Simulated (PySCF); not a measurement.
```yaml
atoms:
  - { symbol: Si, position_ang: [0.1371, -0.6911, 1.7464] }
  - { symbol: Cl, position_ang: [0.2853, -1.4520, 3.6762] }
  - { symbol: C, position_ang: [-0.5312, -2.0092, 0.5910] }
  - { symbol: Si, position_ang: [-0.6780, -1.3320, -1.1510] }
  - { symbol: Cl, position_ang: [-1.4154, -2.7980, -2.4304] }
  - { symbol: C, position_ang: [1.0143, -0.7786, -1.7378] }
  - { symbol: Si, position_ang: [1.6930, 0.5469, -0.6000] }
  - { symbol: Cl, position_ang: [3.5713, 1.1487, -1.2593] }
  - { symbol: C, position_ang: [1.8242, -0.1459, 1.1377] }
  - { symbol: C, position_ang: [0.5178, 2.0093, -0.5977] }
  - { symbol: Si, position_ang: [-1.1769, 1.4777, 0.0018] }
  - { symbol: Cl, position_ang: [-2.4828, 3.0985, 0.0065] }
  - { symbol: C, position_ang: [-1.0191, 0.7853, 1.7368] }
  - { symbol: C, position_ang: [-1.8368, 0.1414, -1.1361] }
  - { symbol: H, position_ang: [0.1388, -2.8855, 0.5985] }
  - { symbol: H, position_ang: [-1.5193, -2.3484, 0.9456] }
  - { symbol: H, position_ang: [0.9433, -0.3881, -2.7670] }
  - { symbol: H, position_ang: [1.7020, -1.6409, -1.7606] }
  - { symbol: H, position_ang: [2.5203, -1.0017, 1.1435] }
  - { symbol: H, position_ang: [2.2395, 0.6196, 1.8151] }
  - { symbol: H, position_ang: [0.4418, 2.4231, -1.6174] }
  - { symbol: H, position_ang: [0.9152, 2.8075, 0.0522] }
  - { symbol: H, position_ang: [-0.6278, 1.5639, 2.4134] }
  - { symbol: H, position_ang: [-2.0118, 0.4889, 2.1158] }
  - { symbol: H, position_ang: [-2.8375, -0.1748, -0.7950] }
  - { symbol: H, position_ang: [-1.9488, 0.5411, -2.1580] }
```

Geometry: PBE0-D3(BJ)/def2-SVP.

Method: PySCF, PBE0/def2-SVPD, SCF density, gas phase.

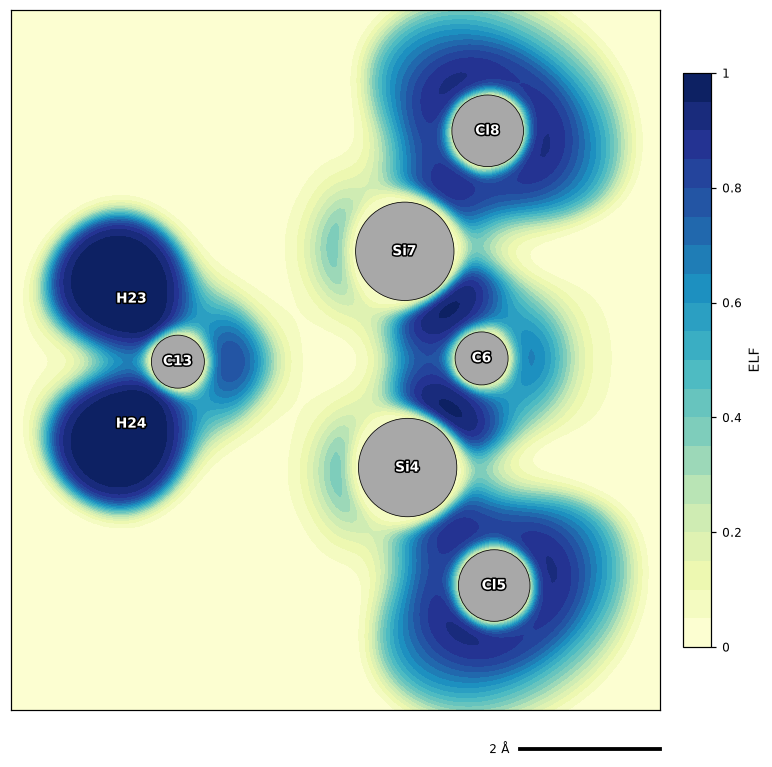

C6H12Cl4Si4. Electron localisation function on the plane of atoms H23, C13 and H24. Grey discs cover the atomic cores.

> What do the fields say about this system?

The section cuts through Si, Cl, C and H sites. C–Si (1.87 Å): the ELF peaks at about 0.95 between the atoms, as expected for a covalent bond. Si–Cl (2.08 Å): the ELF peaks at about 0.90 between the atoms; a shared but strongly polarised pair. C–H (1.10 Å): the ELF climbs to about 1 towards the hydrogen, as it does in any bond to H (an ordinary covalent bond to hydrogen). The ELF also peaks beside Cl5 and Cl8, away from the bonds: lone-pair regions.
